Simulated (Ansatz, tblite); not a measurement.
**Ga4P4 wurtzite atom sphere (Ga4P4H14): a ladder of methods and basis sets**

How do method and basis change the picture of Ga4P4 wurtzite atom sphere (Ga4P4H14) (singlet)?

Program: Ansatz 0.2.0, Gaussian basis. Level of theory: as each input shows. These are calculated values, not measurements.

The runs, in order: GFN1-xTB, GFN2-xTB, PBE-D4/def2-TZVP, r2SCAN-D4/def2-TZVP, BHLYP-D4/def2-TZVP, CAM-B3LYP-D4/def2-TZVP, ωB97X-V/def2-TZVP, PBE+5HF/def2-SVP, PBE+10HF/def2-SVP, PBE+15HF/def2-SVP, PBE+35HF/def2-SVP, PBE+50HF/def2-SVP, PBE-D4/def2-SVP, PBE0-D4/def2-SVP, CCSD(T)/def2-SVP, MP2/def2-TZVP, RPA/def2-TZVP.

## (1) The relaxed structure

The geometry is that of the singlet, from an earlier relaxation (PBE-D4/def2-SVP).

22 atoms, charge 0, spin multiplicity 1.

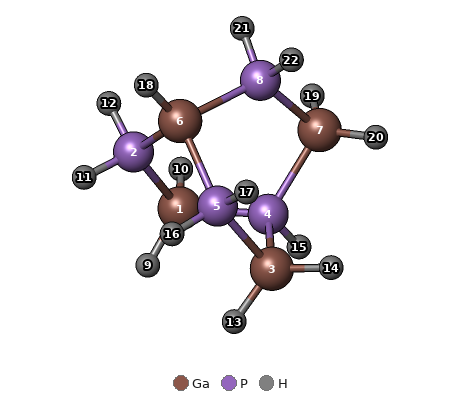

The geometry (gallium brown, phosphorus purple, hydrogen grey); atoms are numbered from 1 in the order of the file.

Geometry (Å):

```mol
Ga4H14P4
  3D, bonds by distance, orders not assigned

 22 23  0  0  0  0  0  0  0  0999 V2000
   -2.0302   -1.1654   -1.3703 Ga  0  0
   -1.8330   -1.0597    1.1025 P   0  0
    2.0213   -1.1769   -1.3747 Ga  0  0
   -0.0017   -0.0045   -1.8926 P   0  0
    1.8390   -1.0567    1.0986 P   0  0
    0.0033    0.0053    2.1983 Ga  0  0
    0.0033    2.3350   -1.3810 Ga  0  0
   -0.0006    2.1231    1.0930 P   0  0
   -1.9147   -2.7090   -1.6807 H   0  0
   -3.3009   -0.2788   -1.6728 H   0  0
   -1.9161   -2.3563    1.6996 H   0  0
   -3.0003   -0.4961    1.7061 H   0  0
    1.8913   -2.7215   -1.6743 H   0  0
    3.2973   -0.3028   -1.6908 H   0  0
   -0.0033   -0.0080   -3.3256 H   0  0
    1.9317   -2.3495    1.7022 H   0  0
    3.0069   -0.4842    1.6925 H   0  0
    0.0048    0.0085    3.7707 H   0  0
   -1.3936    3.0014   -1.6922 H   0  0
    1.4041    2.9950   -1.6884 H   0  0
   -1.0807    2.8469    1.6879 H   0  0
    1.0723    2.8542    1.6920 H   0  0
  1  2  8  0
  1  4  8  0
  1  9  8  0
  1 10  8  0
  2  6  8  0
  2 11  8  0
  2 12  8  0
  3  4  8  0
  3  5  8  0
  3 13  8  0
  3 14  8  0
  4  7  8  0
  4 15  8  0
  5  6  8  0
  5 16  8  0
  5 17  8  0
  6  8  8  0
  6 18  8  0
  7  8  8  0
  7 19  8  0
  7 20  8  0
  8 21  8  0
  8 22  8  0
M  END
```

PBE0-D4/def2-TZVP was run before; its log isn't repeated, and its numbers join the tables.

## (2) GFN1-xTB

Tight binding, by tblite at 300 K electronic temperature and without a spin-polarisation term:

```python
tblite.interface.Calculator('GFN1-xTB', numbers, positions, charge=0, uhf=0).singlepoint()
```

Energy -640.6733 eV, HOMO -10.81 eV, LUMO -6.01 eV; 0.042 s.

## (3) GFN2-xTB

Tight binding, by tblite at 300 K electronic temperature and without a spin-polarisation term:

```python
tblite.interface.Calculator('GFN2-xTB', numbers, positions, charge=0, uhf=0).singlepoint()
```

Energy -599.4953 eV, HOMO -11.00 eV, LUMO -7.26 eV; 0.026 s.

## (4) PBE-D4/def2-TZVP

start.molden holds the orbitals of an earlier run on this state, given as this run's starting guess.

Contents of in.yaml:

```yaml
crystal:
  periodic: [false, false, false]
  atoms:
    - {symbol: Ga, position_ang: [-2.030152, -1.165417, -1.370271]}
    - {symbol: P, position_ang: [-1.833039, -1.059710, 1.102549]}
    - {symbol: Ga, position_ang: [2.021254, -1.176919, -1.374677]}
    - {symbol: P, position_ang: [-0.001733, -0.004481, -1.892636]}
    - {symbol: P, position_ang: [1.838987, -1.056663, 1.098582]}
    - {symbol: Ga, position_ang: [0.003327, 0.005253, 2.198296]}
    - {symbol: Ga, position_ang: [0.003255, 2.335042, -1.380961]}
    - {symbol: P, position_ang: [-0.000589, 2.123109, 1.093026]}
    - {symbol: H, position_ang: [-1.914748, -2.708964, -1.680694]}
    - {symbol: H, position_ang: [-3.300911, -0.278782, -1.672841]}
    - {symbol: H, position_ang: [-1.916146, -2.356267, 1.699558]}
    - {symbol: H, position_ang: [-3.000328, -0.496137, 1.706082]}
    - {symbol: H, position_ang: [1.891315, -2.721499, -1.674273]}
    - {symbol: H, position_ang: [3.297280, -0.302830, -1.690824]}
    - {symbol: H, position_ang: [-0.003273, -0.008021, -3.325569]}
    - {symbol: H, position_ang: [1.931708, -2.349522, 1.702157]}
    - {symbol: H, position_ang: [3.006889, -0.484215, 1.692516]}
    - {symbol: H, position_ang: [0.004817, 0.008528, 3.770721]}
    - {symbol: H, position_ang: [-1.393630, 3.001411, -1.692239]}
    - {symbol: H, position_ang: [1.404082, 2.994979, -1.688418]}
    - {symbol: H, position_ang: [-1.080697, 2.846930, 1.687912]}
    - {symbol: H, position_ang: [1.072332, 2.854178, 1.692004]}
basis:
  gaussian: {orbitals: def2-TZVP, fitting: {mean_field: def2-universal-jkfit}, initial_orbitals: start.molden}
hamiltonian: {xc: pbe, dispersion: d4}
scf: {omitted_lower_state_checks: [starts]}
output: {forces: true, orbitals: {seedname: orbitals}}
```

On the command line:

```bash
$ ansatz run in.yaml --threads 2 --pin off --events-out ev --progress --plain --max-ram 22528MiB --backend cuda --devices 0, --max-vram 18GiB
```

After this run come: r2SCAN-D4/def2-TZVP; BHLYP-D4/def2-TZVP; CAM-B3LYP-D4/def2-TZVP; ωB97X-V/def2-TZVP; PBE+5HF/def2-SVP; PBE+10HF/def2-SVP; PBE+15HF/def2-SVP; PBE+35HF/def2-SVP; PBE+50HF/def2-SVP; PBE-D4/def2-SVP; PBE0-D4/def2-SVP; CCSD(T)/def2-SVP; MP2/def2-TZVP; RPA/def2-TZVP.

**Question.** What will the summary of the whole plan be? Wanted: gap in def2-TZVP, named functionals, smallest and largest; gap over the share of exact exchange; correlation energy, CCSD(T)/def2-SVP; correlation energy, MP2/def2-TZVP; binding an atom, CCSD(T)/def2-SVP; PBE0 total energy, smallest basis above largest.

**Answer**, as computed:

| quantity | value |
| --- | --- |
| gap in def2-TZVP, named functionals, smallest and largest | 4.38 eV (PBE-D4), 10.37 eV (ωB97X-V) |
| gap over the share of exact exchange | 4.59 eV at 0, 8.32 eV at 0.5 |
| correlation energy, CCSD(T)/def2-SVP | -41.39 eV |
| correlation energy, MP2/def2-TZVP | -42.43 eV |
| binding an atom, CCSD(T)/def2-SVP | 2.452 eV |
| PBE0 total energy, smallest basis above largest | 39.47 eV (def2-SVP, def2-TZVP) |

What this shows: Orbital gaps of the named functionals in def2-TZVP span 4.38 eV (PBE-D4) to 10.37 eV (ωB97X-V); exact exchange widens it. Raising the share of exact exchange from 0 to 0.5 moves the HOMO by -2.21 eV and the LUMO by +1.53 eV. The functionals in def2-TZVP miss CCSD(T)/def2-SVP by +0.184 (BHLYP-D4) to +0.255 eV (ωB97X-V) an atom. The yardstick is in a double-zeta basis, so levels in larger sets aren't compared like for like. CCSD(T)/def2-SVP isn't at the basis-set limit; small misses against it rank nothing.
